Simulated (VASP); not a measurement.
Band structure of CdCl$_{2}$ (space group R-3m). These are PBEsol GGA with spin-orbit coupling, VASP's PBE PAW potentials (set 64) (plane waves; VASP) values and carry that method's errors.

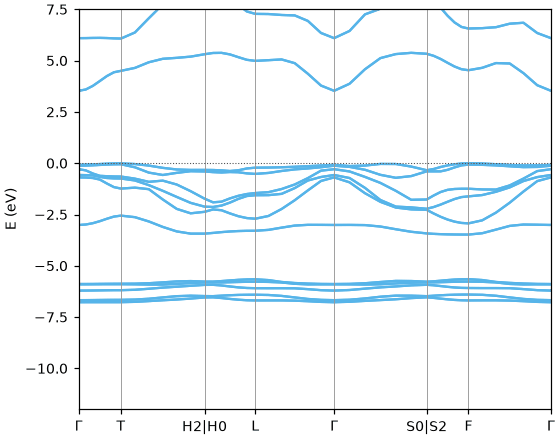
Figure: Bands along high-symmetry lines, zero at the valence-band maximum or, without a gap, the Fermi level

Read the plot: is there a gap, and where are the band edges?

The gap is indirect, 3.53 eV, from the valence maximum at F to the conduction minimum at Γ.

The structure comes from a computed database's CdCl2 entry (R-3m); how it stands against other phases isn't given here. It was relaxed first.
